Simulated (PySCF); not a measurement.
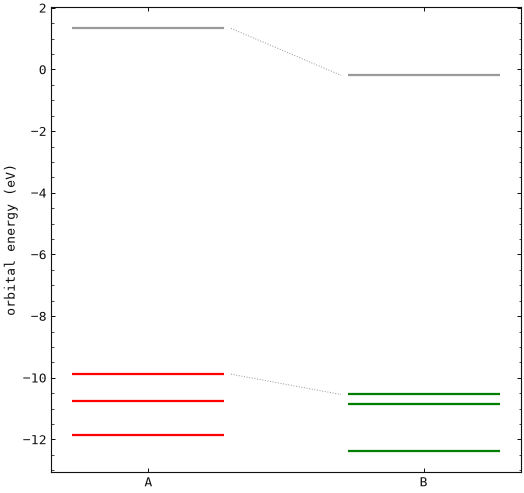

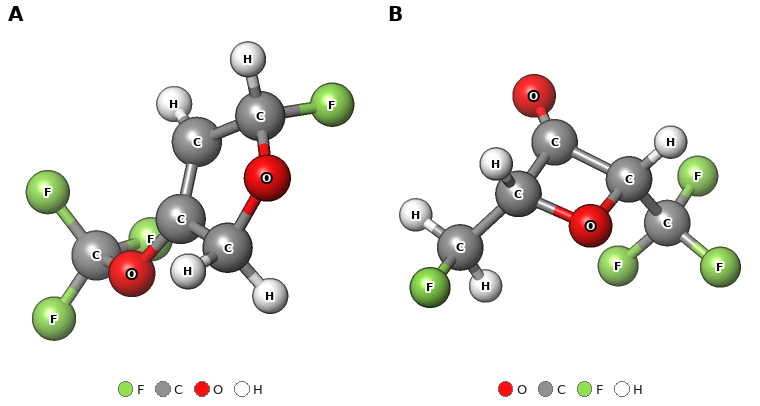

Related molecules: A is C₅H₄F₄O₂, SMILES F[C@H]1C=C(OC(F)(F)F)CO1; B is C₅H₄F₄O₂, SMILES O=C1[C@H](C(F)(F)F)O[C@@H]1CF. Frontier orbital energies, ωB97X-D/def2-SVPD in PySCF 2.14.0, at a PBE0-D3(BJ)/def2-SVP geometry (no frequency check); drawn are at most three filled levels and, in grey, the LUMO with any level within 0.03 eV of it; dotted lines join the HOMOs and the LUMOs.

### What does the change do to the frontier levels?

From A to B the HOMO falls by 0.66 eV and the LUMO falls by 1.52 eV, so the separation goes from 11.22 to 10.35 eV.

Limits of at least one run: empty levels above zero depend strongly on the basis; one conformer of a flexible molecule.
